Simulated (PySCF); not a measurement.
## A study: Cl$_{2}$, SMILES `ClCl`

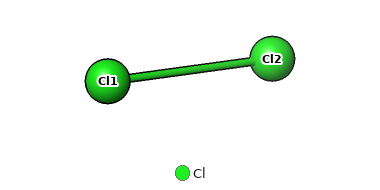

The molecule, with its atoms numbered as below. No frequency check shows the geometry to be a minimum.

Coordinates in Å:

```
Cl1      1.0084    0.0000    0.0000
Cl2     -1.0084    0.0000    0.0000
```

### 1. Bonding charge

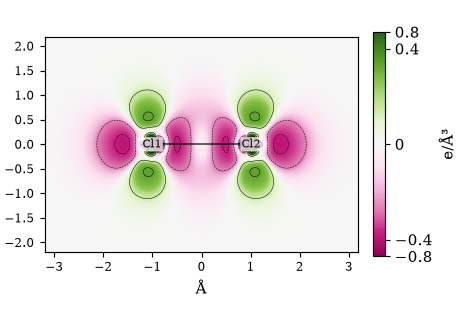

Deformation density (molecule less spherical, spin-averaged free atoms) in a plane that holds the bond; colour scale in e/Å³, logarithmic beyond ±0.1; green: gain, pink: loss.

Method: B3LYP/6-31G*; geometry: GFN2-xTB; program: PySCF.

> How much density has each bond in this plane gained at its critical point, relative to the free atoms?

Cl1–Cl2: −0.01 e/Å³ at the bond critical point (bond length 2.02 Å, Mayer order 0.9). In all, 0.7 electrons gather in the regions of gain relative to the promolecule. A small or negative value marks a very polar bond, one between electron-rich atoms, whose free-atom densities already overlap strongly, a long bond to a heavier atom, or a closed-shell contact such as a hydrogen bond.

> Where do the Hirshfeld charges lie?

The highest Hirshfeld charge is on Cl1 and Cl2 (0.00 e), the lowest on Cl1 and Cl2 (0.00 e).

```
atom  charge (e)
 Cl1        0.00
 Cl2        0.00
```

### 2. Bond critical points

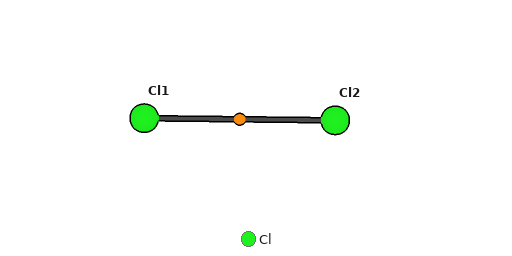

Molecular graph of the electron density (QTAIM): bond paths, bond critical points (orange), ring points (yellow, if any); weak paths are dashed.

> How many critical points of each kind are there, and does the count close?

2 nuclei, 1 bond, 0 ring and 0 cage critical points: 2 − 1 + 0 − 0 = 1, as the Poincaré–Hopf relation requires.

> What does the calculation give at each kind of bond critical point?

```csv
bond,length (Å),ρ (a.u.),∇²ρ (a.u.),ε,H (a.u.)
Cl1–Cl2,2.017,0.143,+0.01,0.00,−0.062
```

> What kind of interaction is Cl1–Cl2?

Intermediate (positive Laplacian, negative energy density H), as between two electron-rich atoms of one element: ρ = 0.143, ∇²ρ = +0.01, H = −0.062 a.u.

### 3. Electrostatic potential

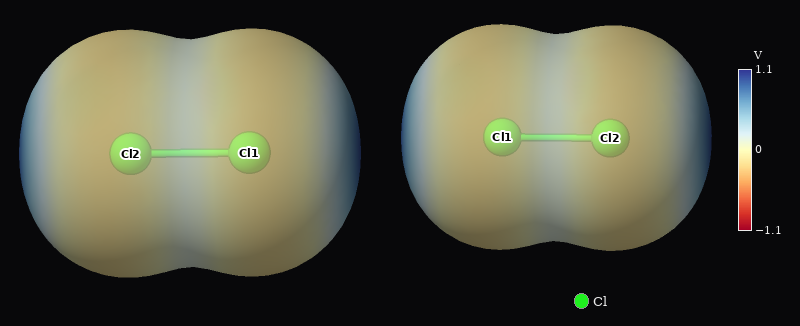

Electrostatic potential on the surface of electron density 0.001 a.u. (back view left, front view right).

> Where are the extremes of the potential on the surface?

Highest: 1.02 V, 1.9 Å from Cl1, and at like points elsewhere. Further maxima include 0.14 V, off the Cl1–Cl2 bond (2.1 to 2.3 Å from its atoms), and at like points elsewhere. Lowest: −0.16 V, 2.1 Å from Cl1, and at like points elsewhere. The surface is sampled at points, so like sites can differ by a few per cent and only the strongest of them is named.

> Does Cl1 carry a σ-hole?

Yes: a local maximum of +1.02 V lies on the extension of the Cl2–Cl1 bond.

### 4. Excited states

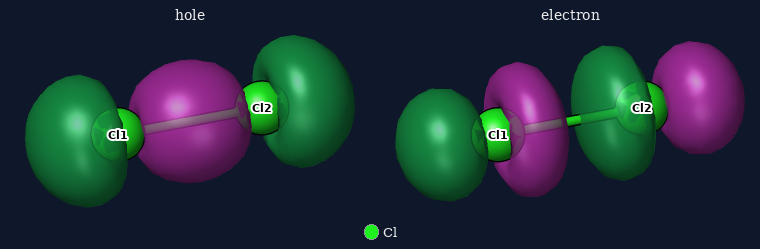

Leading natural transition orbital pair of T₅ (TDA triplet states); the surfaces enclose about 70 % of each orbital's density.

Method: ωB97X/def2-TZVP; geometry: GFN2-xTB; program: PySCF. Without diffuse functions Rydberg states are missing, so the states' numbers hold for this basis only.

> Give its energy and the atoms that hole and electron lie on.

6.56 eV (189 nm), spin-forbidden from the singlet ground state; the leading pair carries 100 %; hole on Cl1 and Cl2 (50 % each), electron on Cl1 and Cl2 (50 % each); their centroids lie 0.0 Å apart. In canonical orbitals it is mainly HOMO−4 → LUMO (99 %). The HOMO–LUMO gap is 10.21 eV.

### 5. Localised orbitals

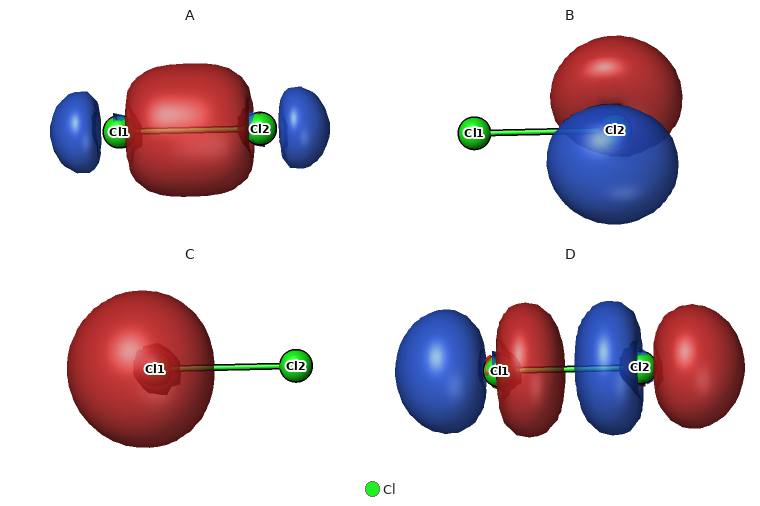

Intrinsic bond orbitals (IBO), occupied and valence-virtual; each surface holds about 80 % of the orbital's density. Energies are diagonal elements of the Fock matrix.

PySCF calculation, r2SCAN/def2-SVP, gas phase; geometry: GFN2-xTB.

> Identify each orbital.

By panel:
- A: σ bond Cl2–Cl1 (Cl2 50 %, Cl1 50 %; −16.0 eV)
- B: lone pair on Cl2 (p-type) (Cl2 100 %; −8.8 eV)
- C: lone pair on Cl1 (s-type) (Cl1 100 %; −20.2 eV)
- D: σ* orbital Cl1–Cl2 (Cl1 50 %, Cl2 50 %; −3.8 eV)

> Which has the smallest and which the largest spatial spread?

Smallest: C (0.88 Å); largest: D (1.44 Å).

> How do all the valence pairs divide up?

7 pairs: 6 lone pairs and 1 σ bond.

The PySCF runs shown took 1.1 s, 7.8 s and 0.96 s on 1 thread of AMD EPYC 9R45 96-Core Processor (Zen 5), with other jobs on the host.
